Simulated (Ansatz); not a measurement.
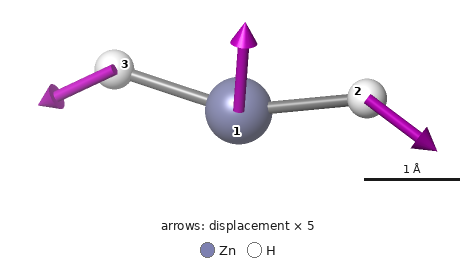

A relaxation of ZnH2 (coarse preliminary run). The starting structure is drawn; purple arrows show the displacements, magnified 5 times. The two geometries are superimposed by the best rigid fit.

A ball-and-stick model, seen at a tilt.

The start comes from a force field.

Method: Ansatz 0.2.0, RKS PBE-D4/def2-SVP. (force threshold 0.03 eV/Å; at most 200 steps)

Describe the change and its energy.

The largest move after the best rigid fit is that of Zn1, 0.20 Å. By element the largest moves are Zn 0.20 Å, H 0.20 Å. Among the contacts that change: Zn1–H3 1.401 → 1.550 Å, Zn1–H2 1.443 → 1.550 Å. Among the angles between lasting bonds that change: H2–Zn1–H3 155.2° → 180.0°. Over 3 geometry steps the energy falls by 10.2 kcal/mol. The largest force component goes from 2.4 to 0.0091 eV/Å. The run took of the order of 2.7 core-seconds on a shared host.
